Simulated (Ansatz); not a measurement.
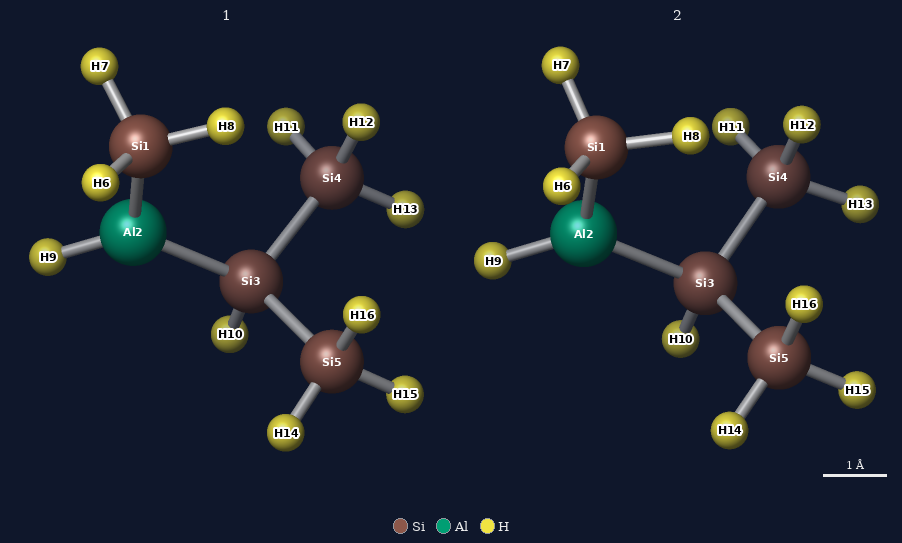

Two geometries of AlSi$_{4}$H$_{11}$, drawn at one scale. One is the start of a relaxation, the other its converged end. Style: ball-and-stick. Shown from a free direction.

All numbers below come from RKS r2SCAN-D4/STO-3G in Ansatz. (no spin polarisation; force threshold 0.015 eV/Å; at most 40 steps)

Which one is relaxed?

Answer. Structure 1 is the relaxed one. The run prepares an end point of a later path (torsion) calculation, from a guessed geometry. H8 moves most after the best rigid fit: 0.34 Å. Largest moves by element: H 0.34 Å, Si 0.09 Å, Al 0.05 Å. Some distances before and after: Al2–H9 1.599 → 1.507 Å, Si1–H8 1.526 → 1.448 Å, Si4–H12 1.518 → 1.447 Å, Al2–Si3 2.355 → 2.294 Å. Among the angles between lasting bonds that change: Al2–Si1–H8 106.2° → 114.3°, H6–Si1–H7 112.5° → 105.5°, H11–Si4–H13 114.1° → 107.2°. After 5 geometry steps the energy has fallen by 59.5 kJ/mol. The largest force component goes from 2.9 to 0.0033 eV/Å.

Limits of the set-up: STO-3G is a minimal basis, so the numbers are rough.
